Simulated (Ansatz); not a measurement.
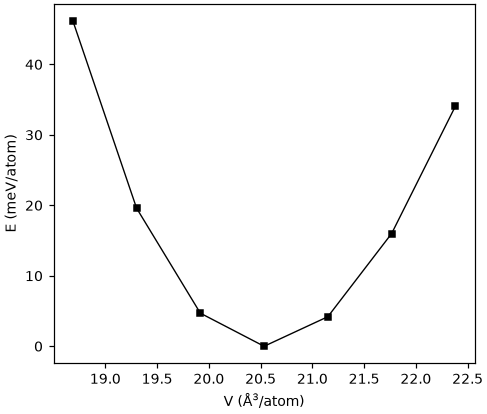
Figure: Y$_{2}$N (anti-CdI2 type, space group No. 164) under volume change, PBEsol (plane waves, PAW; program Ansatz), shape and atoms relaxed at each volume.

What does a third-order Birch–Murnaghan fit give for V₀, B₀ and B′?

V₀ = 20.54 Å³/atom, B₀ = 75.6 GPa, B′ = 4.0.

Space group P-3m1 (anti-CdI2 type). The cell is a constructed one: a structure type filled with these elements; neither database checked (COD, Materials Project) lists it. Whether it is the stable phase at ambient conditions was not checked. Symmetry was held in the PBEsol relaxation; its stability against distortions is not shown here. No spin polarisation was allowed.

Potentials: the earlier of the program's two PAW sets. The files were generated under PBE; for other functionals the program regenerates the frozen cores, and for LDA and PBEsol the local potential too.
